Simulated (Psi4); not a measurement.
# Run report: C5H12O2 (charge +1), single-point calculation (part 2 of 2)

The same run, continued: C5H12O2 (diethoxymethane), charge +1, multiplicity 2; MP2/def2-TZVP, UHF (Psi4 1.11). The geometry is that of the parent species in another charge or spin state. The geometry comes from this level: PBE0-D4/def2-TZVP.

Geometry of the input (Å):
```
C  -2.9360  0.2393  -0.7316
C  -1.5578  -0.3675  -0.8834
O  -1.0229  -0.8038  0.3567
C  -0.3814  0.1970  1.0833
O  0.8187  0.6162  0.5171
C  1.8309  -0.3726  0.5357
C  3.0838  0.2151  -0.0593
H  -2.9152  1.1407  -0.1148
H  -3.6203  -0.4754  -0.2702
H  -3.3353  0.5181  -1.7102
H  -0.8662  0.3371  -1.3586
H  -1.6045  -1.2574  -1.5155
H  -0.2156  -0.2292  2.0809
H  -0.9974  1.1002  1.1606
H  2.0051  -0.6937  1.5737
H  1.5056  -1.2538  -0.0289
H  2.9105  0.5237  -1.0922
H  3.4091  1.0889  0.5086
H  3.8889  -0.5228  -0.0517
```

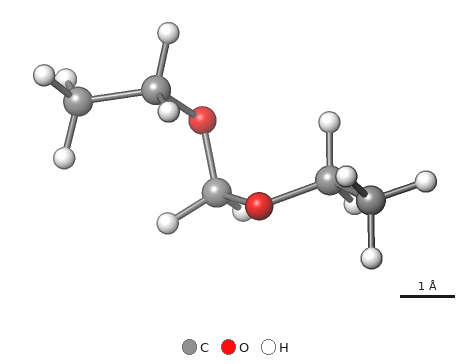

**Figure 1.** The structure (ball-and-stick view, seen at a tilt).

Output, continued:
```
     207A      3.364825   208A      3.390349   209A      3.405378
     210A      3.416111   211A      3.448506   212A      3.453175
     213A      3.479992   214A      3.512268   215A      3.550959
     216A      3.559496   217A      3.566668   218A      3.590997
     219A      3.605379   220A      3.623497   221A      3.664009
     222A      3.680374   223A      3.691448   224A      3.719461
     225A      3.756528   226A      3.797809   227A      3.812354
     228A      3.821777   229A      3.904422   230A      3.928770
     231A      3.959151   232A      3.967767   233A      4.009581
     234A      4.025732   235A      4.034806   236A      4.109311
     237A      4.117486   238A      4.152576   239A      4.171370
     240A      4.206018   241A      4.377439   242A      4.424809
     243A      4.446750   244A      4.472628   245A      4.503611
     246A      4.571798   247A      4.582259   248A      4.605881
     249A      4.617781   250A      4.648801   251A      4.682917
     252A      4.741984   253A      4.754169   254A      4.776537
     255A      4.926919   256A      4.932629   257A      4.994014
     258A      5.072116   259A      5.419911   260A      5.471122
     261A      5.595453   262A      5.615899   263A      5.818464
     264A      5.861836   265A      5.961766   266A      6.099487
     267A      6.145575   268A      6.270422   269A      6.321582
     270A      6.364574   271A      6.461596   272A      6.520845
     273A      6.795587   274A      6.838274   275A      6.961414
     276A      7.055322   277A      7.090154   278A      7.255690
     279A      7.433297   280A      7.447414   281A      7.548615
     282A      7.595498   283A     23.222395   284A     23.296938
     285A     23.320559   286A     23.424199   287A     23.499582
     288A     45.319338   289A     45.485323

    Beta Occupied:

       1A    -20.948505     2A    -20.763857     3A    -11.558172
       4A    -11.512912     5A    -11.436471     6A    -11.397437
       7A    -11.351805     8A     -1.678887     9A     -1.568745
      10A     -1.268516    11A     -1.183624    12A     -1.122869
      13A     -1.066920    14A     -1.002753    15A     -0.935187
      16A     -0.912608    17A     -0.878238    18A     -0.838209
      19A     -0.828385    20A     -0.756409    21A     -0.747067
      22A     -0.727096    23A     -0.717804    24A     -0.701882
      25A     -0.695396    26A     -0.668093    27A     -0.634433
      28A     -0.619637

    Beta Virtual:

      29A     -0.223726    30A     -0.023386    31A      0.007666
      32A      0.012001    33A      0.026878    34A      0.037465
      35A      0.054676    36A      0.063030    37A      0.068410
      38A      0.076152    39A      0.089587    40A      0.095083
      41A      0.102913    42A      0.110660    43A      0.123807
      44A      0.132013    45A      0.146638    46A      0.152403
      47A      0.176702    48A      0.195089    49A      0.200590
      50A      0.220606    51A      0.228057    52A      0.233532
      53A      0.250187    54A      0.267440    55A      0.281150
      56A      0.310522    57A      0.322381    58A      0.331055
      59A      0.347888    60A      0.365055    61A      0.377666
      62A      0.379955    63A      0.391785    64A      0.405756
      65A      0.417980    66A      0.422557    67A      0.443724
      68A      0.457570    69A      0.470680    70A      0.481780
      71A      0.482784    72A      0.489425    73A      0.511554
      74A      0.522052    75A      0.541935    76A      0.547675
      77A      0.559113    78A      0.566965    79A      0.592964
      80A      0.602607    81A      0.614677    82A      0.645981
      83A      0.660959    84A      0.673398    85A      0.683102
      86A      0.733802    87A      0.755094    88A      0.780179
      89A      0.813326    90A      0.845769    91A      0.858170
      92A      0.867496    93A      0.880957    94A      0.891395
      95A      0.915015    96A      0.930383    97A      0.960936
      98A      0.990538    99A      1.042353   100A      1.057154
     101A      1.061710   102A      1.097621   103A      1.101668
     104A      1.139607   105A      1.148204   106A      1.165564
     107A      1.180451   108A      1.204105   109A      1.220222
     110A      1.226672   111A      1.266241   112A      1.293314
     113A      1.466626   114A      1.520643   115A      1.563290
     116A      1.572191   117A      1.587760   118A      1.602695
     119A      1.616400   120A      1.629625   121A      1.638464
     122A      1.648670   123A      1.664871   124A      1.680716
     125A      1.687356   126A      1.692904   127A      1.704377
     128A      1.721543   129A      1.730409   130A      1.747715
     131A      1.765579   132A      1.806184   133A      1.839329
     134A      1.839797   135A      1.859145   136A      1.884975
     137A      1.905613   138A      1.918828   139A      1.931436
     140A      1.969800   141A      1.982512   142A      1.996797
     143A      2.007545   144A      2.024836   145A      2.055385
     146A      2.067775   147A      2.089921   148A      2.109319
     149A      2.162372   150A      2.186671   151A      2.222932
     152A      2.234730   153A      2.263891   154A      2.362319
     155A      2.399591   156A      2.432208   157A      2.439566
     158A      2.456599   159A      2.462946   160A      2.470375
     161A      2.483817   162A      2.484774   163A      2.508672
     164A      2.517564   165A      2.529129   166A      2.537344
     167A      2.553439   168A      2.572464   169A      2.579744
     170A      2.607586   171A      2.620639   172A      2.650315
     173A      2.656959   174A      2.671951   175A      2.687930
     176A      2.699770   177A      2.719874   178A      2.737635
     179A      2.747199   180A      2.753432   181A      2.761497
     182A      2.784275   183A      2.796472   184A      2.816627
     185A      2.842903   186A      2.880218   187A      2.902129
     188A      2.957199   189A      2.985330   190A      3.008268
     191A      3.062038   192A      3.100011   193A      3.115824
     194A      3.160662   195A      3.176877   196A      3.193555
     197A      3.205134   198A      3.229803   199A      3.242005
     200A      3.248496   201A      3.273031   202A      3.279555
     203A      3.290628   204A      3.312347   205A      3.318252
     206A      3.352030   207A      3.369815   208A      3.394281
     209A      3.407502   210A      3.421934   211A      3.449429
     212A      3.456027   213A      3.480808   214A      3.515489
     215A      3.552497   216A      3.561628   217A      3.567938
     218A      3.594215   219A      3.605901   220A      3.625354
     221A      3.664825   222A      3.684841   223A      3.695176
     224A      3.722066   225A      3.762325   226A      3.802184
     227A      3.814996   228A      3.823669   229A      3.906922
     230A      3.932404   231A      3.961483   232A      3.969490
     233A      4.011694   234A      4.026585   235A      4.036000
     236A      4.110050   237A      4.118209   238A      4.153394
     239A      4.173867   240A      4.206541   241A      4.378428
     242A      4.429377   243A      4.449632   244A      4.474126
     245A      4.508397   246A      4.581956   247A      4.584524
     248A      4.607085   249A      4.618649   250A      4.650299
     251A      4.684086   252A      4.743994   253A      4.756739
     254A      4.777916   255A      4.928638   256A      4.954785
     257A      4.997041   258A      5.074243   259A      5.463225
     260A      5.512009   261A      5.605552   262A      5.625471
     263A      5.846710   264A      5.900952   265A      5.992698
     266A      6.101592   267A      6.153799   268A      6.287301
     269A      6.352067   270A      6.370902   271A      6.465136
     272A      6.530242   273A      6.871969   274A      6.906386
     275A      7.006068   276A      7.059523   277A      7.122421
     278A      7.266207   279A      7.450260   280A      7.467667
     281A      7.555102   282A      7.600631   283A     23.222071
     284A     23.296920   285A     23.319560   286A     23.424091
     287A     23.498175   288A     45.341590   289A     45.486392

    Final Occupation by Irrep:
              A
    DOCC [    28 ]
    SOCC [     1 ]
    NA   [    29 ]
    NB   [    28 ]

  @DF-UHF Final Energy:  -345.84026026769027

   => Energetics <=

    Nuclear Repulsion Energy =            333.8309218591834338
    One-Electron Energy =               -1120.9968237345797206
    Two-Electron Energy =                 441.3256416077059612
    Total Energy =                       -345.8402602676902688

  UHF NO Occupations:
  HONO-2 :   27  A 1.9977621
  HONO-1 :   28  A 1.9977138
  HONO-0 :   29  A 1.0000000
  LUNO+0 :   30  A 0.0022862
  LUNO+1 :   31  A 0.0022379
  LUNO+2 :   32  A 0.0009854
  LUNO+3 :   33  A 0.0004440

Computation Completed

Properties will be evaluated at   0.000000,   0.000000,   0.000000 [a0]

Properties computed using the SCF density matrix

 Multipole Moments:

 ------------------------------------------------------------------------------------
     Multipole            Electronic (a.u.)      Nuclear  (a.u.)        Total (a.u.)
 ------------------------------------------------------------------------------------

 L = 1.  Multiply by 2.5417464519 to convert [e a0] to [Debye]
 Dipole X            :          0.8426121            0.4376083            1.2802204
 Dipole Y            :         -0.3759853            0.6678829            0.2918976
 Dipole Z            :          2.6612847           -2.1136517            0.5476330
 Magnitude           :                                                    1.4226983

 ------------------------------------------------------------------------------------

	total time  =         20 seconds =       0.33 minutes

  //>>>>>>>>>>>>>>>>>>>>>>>>>>>>>>>>>>>//
  //               DFMP2               //
  //<<<<<<<<<<<<<<<<<<<<<<<<<<<<<<<<<<<//

   => Loading Basis Set <=

    Name: (DEF2-TZVP AUX)
    Role: RIFIT
    Keyword: DF_BASIS_MP2

	 --------------------------------------------------------
	                          DF-MP2
	      2nd-Order Density-Fitted Moller-Plesset Theory
	              UMP2 Wavefunction,   1 Threads

	 --------------------------------------------------------

	 --------------------------------------------------------
	                 NBF =   289, NAUX =   712
	 --------------------------------------------------------
	   CLASS    FOCC     OCC    AOCC    AVIR     VIR    FVIR
	   ALPHA       7      29      22     260     260       0
	    BETA       7      28      21     261     261       0
	 --------------------------------------------------------

	-----------------------------------------------------------
	 ==================> DF-MP2 Energies <====================
	-----------------------------------------------------------
	 Reference Energy          =    -345.8402602676902688 [Eh]
	 Singles Energy            =      -0.0000000000000000 [Eh]
	 Same-Spin Energy          =      -0.2936897004499769 [Eh]
	 Opposite-Spin Energy      =      -0.9583918907298717 [Eh]
	 Correlation Energy        =      -1.2520815911798486 [Eh]
	 Total Energy              =    -347.0923418588700997 [Eh]
	-----------------------------------------------------------
	 ================> DF-SCS-MP2 Energies <==================
	-----------------------------------------------------------
	 SCS Same-Spin Scale       =       0.3333333333333333 [-]
	 SCS Opposite-Spin Scale   =       1.2000000000000000 [-]
	 SCS Same-Spin Energy      =      -0.0978965668166590 [Eh]
	 SCS Opposite-Spin Energy  =      -1.1500702688758460 [Eh]
	 SCS Correlation Energy    =      -1.2479668356925049 [Eh]
	 SCS Total Energy          =    -347.0882271033827919 [Eh]
	-----------------------------------------------------------

	total time  =          5 seconds =       0.08 minutes
```

Standard output:
```
energy: -9444.863700 eV
```
